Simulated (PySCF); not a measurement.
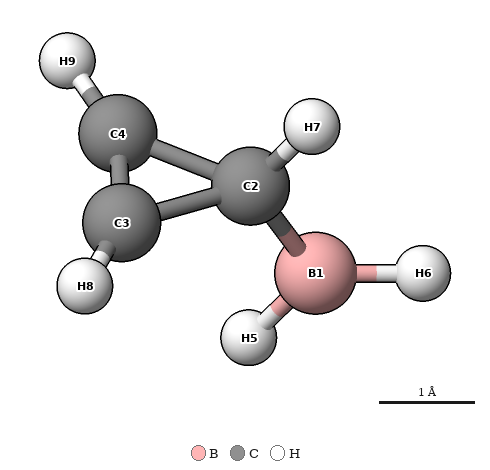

**Figure 1.** The input geometry (ball-and-stick view, seen at a tilt; atoms are numbered from 1 in the order of the input).

# C₃H₅B: geometry relaxation

C₃H₅B, computed with PBE0-D3(BJ)/def2-SVP geometry optimisation, gas phase (PySCF 2.14.0).

Log:
```
step   0  E = -141.76291472  max force = 0.046320
step   1  E = -141.76204392  max force = 0.053061
step   2  E = -141.76675012  max force = 0.024173
step   3  E = -141.76869131  max force = 0.011587
step   4  E = -141.76922872  max force = 0.005182
step   5  E = -141.76943678  max force = 0.003545
step   6  E = -141.76954432  max force = 0.002641
step   7  E = -141.76959136  max force = 0.001512
step   8  E = -141.76961317  max force = 0.000576
step   9  E = -141.76961628  max force = 0.000146
optimisation converged
```

Trajectory as extended XYZ (Å, eV, eV/Å), 10 frames, from step=0 to step=9:
```
9
Properties=species:S:1:pos:R:3:forces:R:3 step=0 energy=-3857.56540
B     1.4253   -0.3463   -0.1511   -2.1474   0.9119  -0.4522
C    -0.0060   -0.2673    0.4454    0.3854  -0.1026  -0.3426
C    -1.2619   -0.1400   -0.4627    2.1131   2.3819   2.1066
C    -0.8950    0.9374    0.1726   -0.7621  -1.4742  -0.8590
H     1.6151    0.2027   -1.1879    0.2026   0.2187  -0.5210
H     2.2589   -0.8878    0.3953    1.6047  -1.0364   0.9693
H    -0.1786   -0.7661    1.3996   -0.0794  -0.2226   0.3857
H    -1.8290   -0.7036   -1.1180   -1.3231  -1.1376  -1.3556
H    -1.0710    1.9540    0.4732    0.0062   0.4610   0.0688
9
Properties=species:S:1:pos:R:3:forces:R:3 step=1 energy=-3857.54170
B     1.4395    0.2502    0.2319    0.2762  -0.4264  -0.3265
C     0.0067   -0.2524    0.4348   -0.0586  -0.1032   0.6855
C    -0.8633   -0.4681   -0.7850   -0.9116  -2.1240  -2.2307
C    -1.2856    0.4556   -0.0493   -0.0979   2.7285   1.8339
H     1.6796    0.9456   -0.7285    0.0423   0.2130   0.0663
H     2.3698   -0.1991    0.8921   -0.2826   0.2906  -0.0201
H    -0.1855   -0.9233    1.2877    0.1171  -0.1467  -0.0262
H    -1.2096   -1.1194   -1.6086    0.8041   0.1312   0.3340
H    -1.8982    1.3017    0.2946    0.1110  -0.5631  -0.3162
9
Properties=species:S:1:pos:R:3:forces:R:3 step=2 energy=-3857.66976
B     1.4076    0.2435    0.2132    0.2999  -0.4317  -0.0517
C    -0.0132   -0.2822    0.4576    0.0401   0.1875   0.1238
C    -0.8716   -0.4762   -0.7911   -1.2430   0.0662  -0.0135
C    -1.2638    0.4870   -0.0300    0.7354  -0.0155  -0.0617
H     1.6427    0.9707   -0.7277   -0.0991   0.1189   0.0789
H     2.3442   -0.1846    0.8619   -0.0717   0.1737   0.0455
H    -0.2009   -0.9660    1.3032    0.0834  -0.0417  -0.0652
H    -1.1458   -1.1464   -1.6109    0.4222   0.0981   0.0948
H    -1.8460    1.3450    0.2936   -0.1672  -0.1554  -0.1508
9
Properties=species:S:1:pos:R:3:forces:R:3 step=3 energy=-3857.72258
B     1.4220    0.2166    0.2120   -0.0965   0.0475  -0.0961
C    -0.0092   -0.2974    0.4393    0.0551  -0.0878  -0.0532
C    -0.9198   -0.4846   -0.7932   -0.4995   0.2075   0.4561
C    -1.2420    0.5029   -0.0328    0.5958  -0.2350  -0.1662
H     1.6077    1.0082   -0.6868    0.0701   0.0083  -0.0075
H     2.3601   -0.1606    0.8805   -0.0357   0.0147   0.0189
H    -0.1839   -0.9910    1.2783   -0.0625  -0.0062  -0.0036
H    -1.1679   -1.1740   -1.5936    0.1838   0.0166  -0.1240
H    -1.8136    1.3709    0.2661   -0.2107   0.0344  -0.0245
9
Properties=species:S:1:pos:R:3:forces:R:3 step=4 energy=-3857.73721
B     1.4153    0.2151    0.1978   -0.0355   0.0526   0.0959
C    -0.0080   -0.3153    0.4357    0.1215  -0.0161  -0.1909
C    -0.9454   -0.4881   -0.7815   -0.1118  -0.2609   0.1186
C    -1.2236    0.5061   -0.0267    0.0580   0.2665   0.1033
H     1.6216    1.0272   -0.6792   -0.0345  -0.0555  -0.0379
H     2.3427   -0.1456    0.8861    0.0457  -0.0294   0.0197
H    -0.1793   -1.0122    1.2729   -0.0421   0.0416   0.0067
H    -1.1697   -1.1784   -1.5863    0.0733   0.0334  -0.1302
H    -1.8003    1.3821    0.2510   -0.0746  -0.0322   0.0148
9
Properties=species:S:1:pos:R:3:forces:R:3 step=5 energy=-3857.74287
B     1.4186    0.2141    0.2016   -0.0180   0.0496  -0.0093
C    -0.0051   -0.3141    0.4310    0.0296  -0.0506  -0.0485
C    -0.9528   -0.4860   -0.7781   -0.0085  -0.1821   0.1218
C    -1.2230    0.5092   -0.0194   -0.0093   0.1823  -0.0259
H     1.6190    1.0103   -0.6908    0.0082  -0.0242  -0.0175
H     2.3464   -0.1414    0.8939    0.0124  -0.0078   0.0135
H    -0.1787   -1.0084    1.2693   -0.0268   0.0167   0.0205
H    -1.1588   -1.1722   -1.5924    0.0253   0.0603  -0.0868
H    -1.8123    1.3794    0.2548   -0.0129  -0.0442   0.0322
9
Properties=species:S:1:pos:R:3:forces:R:3 step=6 energy=-3857.74580
B     1.4184    0.2139    0.2014    0.0114  -0.0087  -0.0196
C    -0.0046   -0.3155    0.4326   -0.0092  -0.0060   0.0295
C    -0.9534   -0.4844   -0.7739    0.0032  -0.1358   0.0642
C    -1.2245    0.5093   -0.0123   -0.0262   0.1026  -0.0873
H     1.6199    0.9864   -0.7110    0.0108   0.0021   0.0000
H     2.3464   -0.1318    0.9007   -0.0125   0.0148   0.0015
H    -0.1821   -1.0042    1.2749    0.0059  -0.0028   0.0027
H    -1.1441   -1.1559   -1.6054    0.0026   0.0634  -0.0295
H    -1.8227    1.3732    0.2629    0.0140  -0.0295   0.0385
9
Properties=species:S:1:pos:R:3:forces:R:3 step=7 energy=-3857.74708
B     1.4181    0.2132    0.2000    0.0164  -0.0218  -0.0060
C    -0.0043   -0.3182    0.4327   -0.0223   0.0115   0.0323
C    -0.9551   -0.4870   -0.7710    0.0043  -0.0711   0.0298
C    -1.2249    0.5085   -0.0107   -0.0161   0.0444  -0.0777
H     1.6230    0.9725   -0.7225    0.0038   0.0079   0.0030
H     2.3437   -0.1201    0.9089   -0.0146   0.0152  -0.0036
H    -0.1824   -1.0033    1.2777    0.0162  -0.0099  -0.0038
H    -1.1411   -1.1447   -1.6145   -0.0040   0.0369  -0.0026
H    -1.8238    1.3700    0.2692    0.0163  -0.0130   0.0287
9
Properties=species:S:1:pos:R:3:forces:R:3 step=8 energy=-3857.74767
B     1.4173    0.2124    0.1995    0.0086  -0.0149   0.0016
C    -0.0041   -0.3222    0.4319   -0.0131   0.0057   0.0088
C    -0.9572   -0.4914   -0.7690    0.0032  -0.0087   0.0042
C    -1.2232    0.5082   -0.0126   -0.0076   0.0070  -0.0296
H     1.6228    0.9663   -0.7275    0.0014   0.0052   0.0021
H     2.3406   -0.1084    0.9163   -0.0068   0.0080  -0.0023
H    -0.1811   -1.0059    1.2783    0.0095  -0.0050  -0.0028
H    -1.1443   -1.1386   -1.6201   -0.0031   0.0047   0.0075
H    -1.8174    1.3706    0.2731    0.0080  -0.0020   0.0106
9
Properties=species:S:1:pos:R:3:forces:R:3 step=9 energy=-3857.74775
B     1.4173    0.2123    0.1993    0.0007  -0.0020   0.0015
C    -0.0040   -0.3235    0.4303   -0.0044  -0.0045  -0.0027
C    -0.9586   -0.4933   -0.7689    0.0038   0.0075   0.0004
C    -1.2225    0.5082   -0.0143   -0.0009   0.0009  -0.0068
H     1.6239    0.9678   -0.7263   -0.0007   0.0000  -0.0005
H     2.3392   -0.1053    0.9189   -0.0011   0.0020   0.0004
H    -0.1799   -1.0074    1.2768    0.0027  -0.0008   0.0007
H    -1.1484   -1.1396   -1.6199   -0.0013  -0.0039   0.0042
H    -1.8137    1.3717    0.2739    0.0013   0.0008   0.0029
```

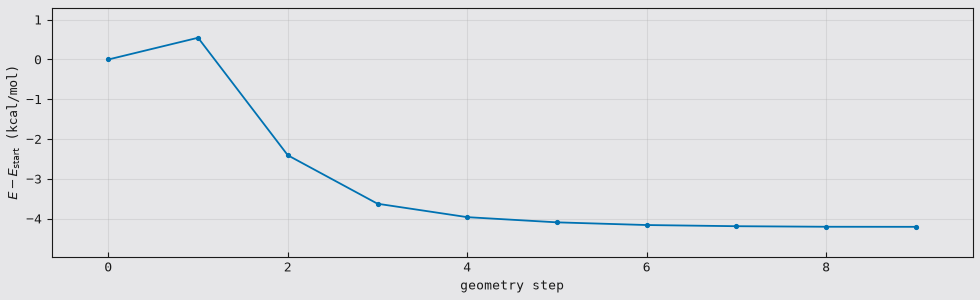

**Figure 2.** Progress of the relaxation, step by step (steps are counted from 0).

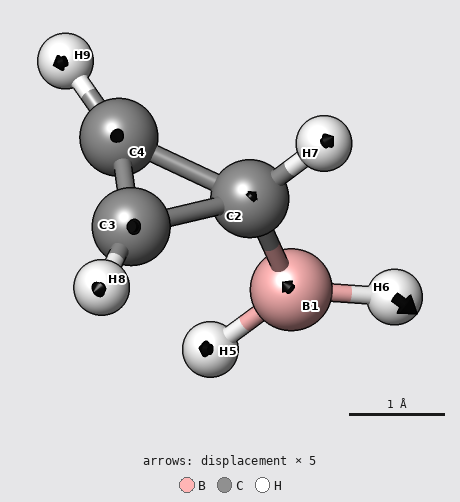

**Figure 3.** The starting structure with the displacements as black arrows, magnified 5 times (ball-and-stick view, seen at a tilt). The two geometries are laid on each other by the best rigid fit. H6 moves most after the best rigid fit: 0.063 Å. Largest moves by element: H 0.063 Å, C 0.030 Å, B 0.028 Å. Among the contacts that change: B1–H6 1.134 → 1.212 Å, C3–H8 1.034 → 1.085 Å, B1–H5 1.188 → 1.212 Å, C3–C4 1.303 → 1.281 Å. Among the angles that change: C4–C3–H8 156.1° → 153.0°, H5–B1–H6 121.6° → 119.1°, C3–C4–H9 150.7° → 152.9°. Over 9 geometry steps the energy falls by 4.21 kcal/mol. The largest force component goes from 2.4 to 0.0075 eV/Å. (Atoms are counted from 1 in the order of the input.)

This output came from the following input.

The input:
```
{"job": {"xc": "PBE0", "basis": "def2-SVP", "d3": "d3bj", "grid": 1, "shake": 0.01, "kind": "geom"}, "charge": 0, "multiplicity": 1}
B      1.425330    -0.346290    -0.151110
C     -0.005980    -0.267350     0.445380
C     -1.261920    -0.140030    -0.462690
C     -0.894950     0.937400     0.172590
H      1.615060     0.202710    -1.187940
H      2.258930    -0.887800     0.395320
H     -0.178600    -0.766110     1.399550
H     -1.829040    -0.703640    -1.118020
H     -1.071030     1.953970     0.473210
```

The first line tells a small driver script what to run in PySCF; the rest is the geometry in Å.

Run as:
```bash
OMP_NUM_THREADS=1 python <driver script> task.json out
```

Summary:

| quantity | value |
| --- | --- |
| outcome | converged |
| total energy | −141.769616 hartree |
| dipole moment | 1.62 D |
| point group | Cs |
| hardware | 1 CPU thread, shared host |
| wall time | 15 s |
| peak memory | 0.34 GiB |
